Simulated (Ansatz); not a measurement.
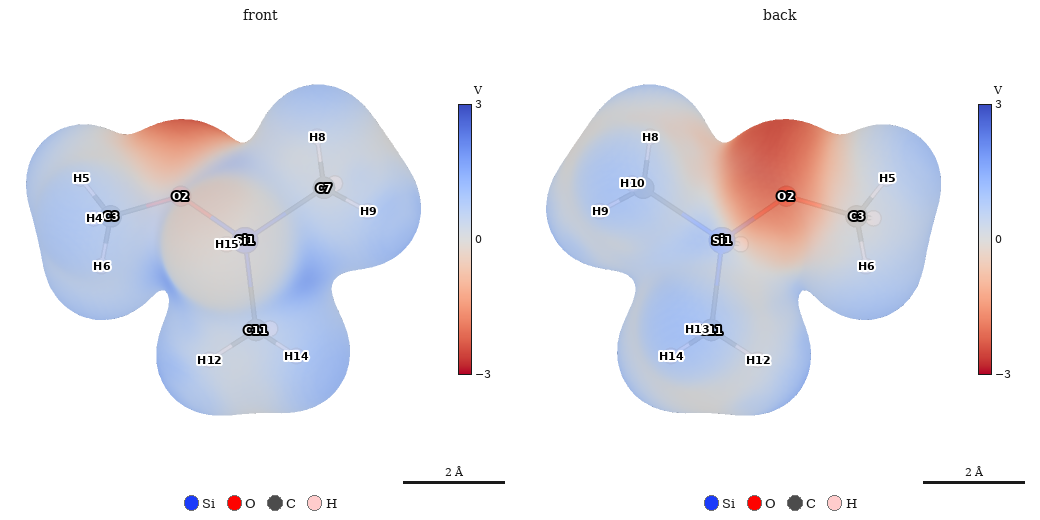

The picture shows: C3H10OSi. The molecular electrostatic potential painted on the density surface at 0.004 e/bohr³, seen from the front and from behind; the colour scale runs from red (negative) to blue (positive).

These are results of RKS PBE/6-31G (Ansatz), not measurements.

The calculation's input:

```
crystal:
  periodic: [false, false, false]
  atoms:
    - { symbol: Si, position_ang: [0.0, 0.0, 0.0] }
    - { symbol: O, position_ang: [0.0, 0.0, 1.68] }
    - { symbol: C, position_ang: [-1.1112, -0.3437, 2.4945] }
    - { symbol: H, position_ang: [-1.814, -0.9775, 1.9143] }
    - { symbol: H, position_ang: [-0.7584, -0.9037, 3.3856] }
    - { symbol: H, position_ang: [-1.6313, 0.5809, 2.8212] }
    - { symbol: C, position_ang: [1.7634, 0.0, -0.6227] }
    - { symbol: H, position_ang: [2.1111, -1.0463, -0.7509] }
    - { symbol: H, position_ang: [1.8119, 0.5276, -1.5981] }
    - { symbol: H, position_ang: [2.4154, 0.5187, 0.1108] }
    - { symbol: C, position_ang: [-0.8808, 1.5259, -0.6227] }
    - { symbol: H, position_ang: [-1.9334, 1.2723, -0.8671] }
    - { symbol: H, position_ang: [-0.8624, 2.3106, 0.1622] }
    - { symbol: H, position_ang: [-0.3704, 1.9025, -1.5336] }
    - { symbol: H, position_ang: [-0.6877, -1.1914, -0.4862] }
basis:
  gaussian: { orbitals: "6-31G" }
hamiltonian:
  xc: pbe
relax:
  f_tol: 0.02
  max_steps: 40
output:
  orbitals: {}
```

Command:

```sh
ansatz run input.yaml --threads 1 --pin off --max-ram 2048MiB --backend cpu --events-out ev --progress --plain --runs-dir out
```

The fields are those of the run's last geometry, not of the input's.

Q: Describe the electrostatic potential map.

A: The most negative region (about −2.4 V) lies over O2, the most positive (about +1.4 V) over Si1. O2 is the likeliest acceptor of a hydrogen bond.
